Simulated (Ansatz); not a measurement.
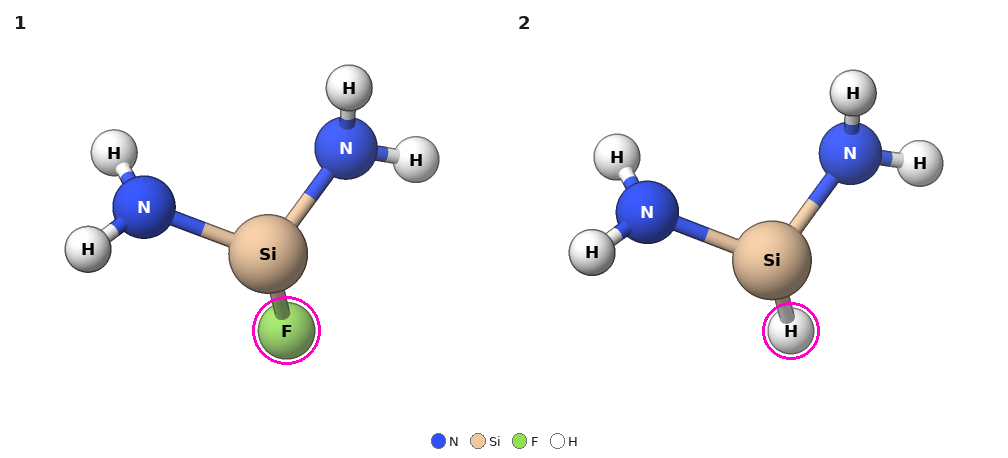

2 molecules with one skeleton, seen from the same side and at one scale; the atom that differs is circled. Charge 0, doublet. Computed geometries: PBE0-D4/def2-TZVP optimisations, one conformation each. Properties computed with Ansatz 0.2.0.

One atom differs, called X below: F in panel 1, H in panel 2. Their formulas are FH4N2Si (`N[Si](N)F`), H5N2Si (`N[SiH]N`).

> In which is the harmonic zero-point energy higher (PBE0-D4/def2-TZVP)?

In panel 2 (X = H).

> In which is the length of X–Si larger (PBE0-D4/def2-TZVP)?

In panel 1 (X = F).

Give the values. With PBE0-D4/def2-TZVP: length of X–Si (Å), smallest angle N–Si–X (°), largest angle N–Si–X (°), harmonic zero-point energy (kJ/mol). With B3LYP-D4/def2-TZVPP: dipole moment (D).

```csv
quantity,1 (F),2 (H),2 − 1
length of X–Si (Å),1.611,1.504,−0.107
smallest angle N–Si–X (°),103.4,103.6,+0.2
largest angle N–Si–X (°),115.9,117.2,+1.3
dipole moment (D),1.96,1.03,−0.93
harmonic zero-point energy (kJ/mol),144.9,156.5,+11.6
```
